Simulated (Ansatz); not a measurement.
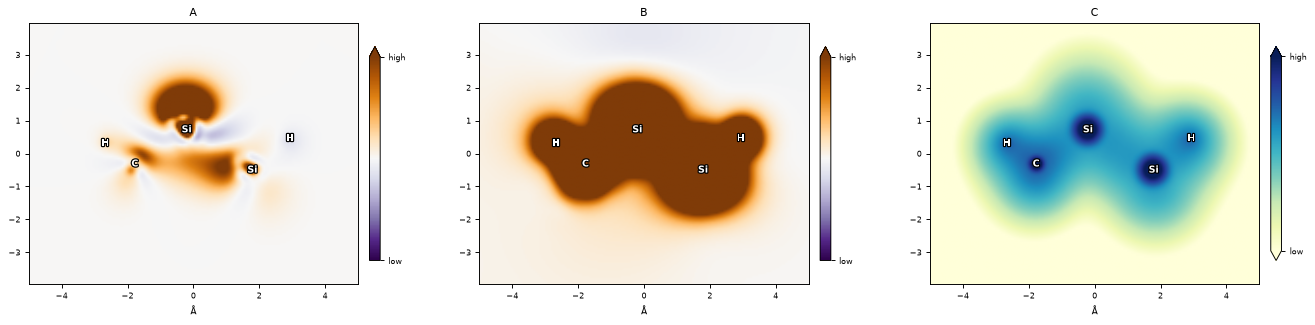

CH$_{6}$ClSi$_{2}$ (SMILES C[Si]([SiH3])Cl) (doublet): 3 fields on the plane of atoms Si4, C1 and H8, with unlabelled colour scales.

Geometry: PBE0-D3(BJ)/pcseg-1.

Computed with isolated molecule in a Gaussian basis; Kohn-Sham density functional theory, functional PBE0 (Ansatz 0.2.0).

**Which field does each panel show? The fields are: electron density, electrostatic potential and spin density.**

Panel A: spin density (confined to the atoms that carry the unpaired spin). Panel B: electrostatic potential (strongly positive close to the atoms and fading to about zero outside). Panel C: electron density. From the grid: C–Si (1.88 Å): ρ is about 0.95 e/Å³ halfway. Si–Si (2.34 Å): the density is about 0.62 e/Å³ at the midpoint.
